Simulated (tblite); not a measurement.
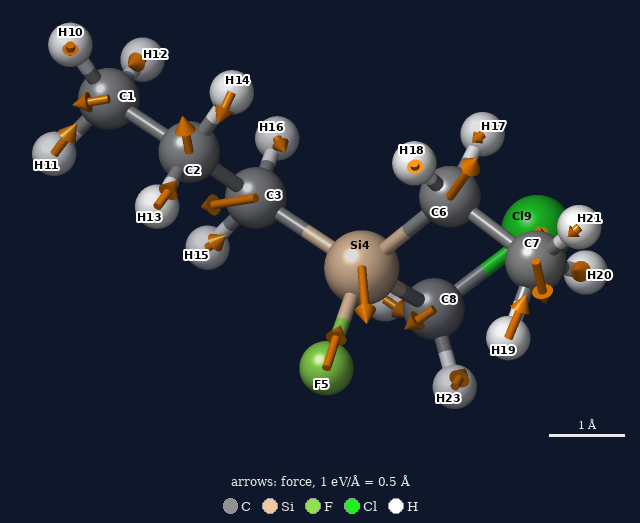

Starting geometry of C6H14ClFSi with the computed forces as orange arrows. A ball-and-stick model, seen from a free direction.

Theory: GFN2-xTB geometry optimisation, gas phase in tblite 0.8.0. 

Is this structure relaxed? If not, where do the atoms go?

It isn't relaxed: the largest force vector, on a C atom, is 2.09 eV/Å. The final displacements have little in common with the starting forces (cosine between the two patterns 0.22). The atom that moves furthest after the best rigid fit is an H atom (0.84 Å). Largest moves by element: H 0.84 Å, Cl 0.76 Å, F 0.31 Å, C 0.22 Å, Si 0.12 Å. Some distances before and after: F–Si 1.709 → 1.633 Å, C–Si 1.826 → 1.897 Å, C–Si 1.848 → 1.901 Å, C–H 1.125 → 1.092 Å. Among the angles between lasting bonds that change: F–Si–C 110.3° → 102.8°, C–Si–C 105.6° → 112.2°, Cl–C–H 113.1° → 106.7°. Groups turn about C–Si by about 35°. After 114 geometry steps the energy has fallen by 17.1 kcal/mol. The run took 1.2 s on 1 thread of Arm Neoverse V1, with other jobs on the host.
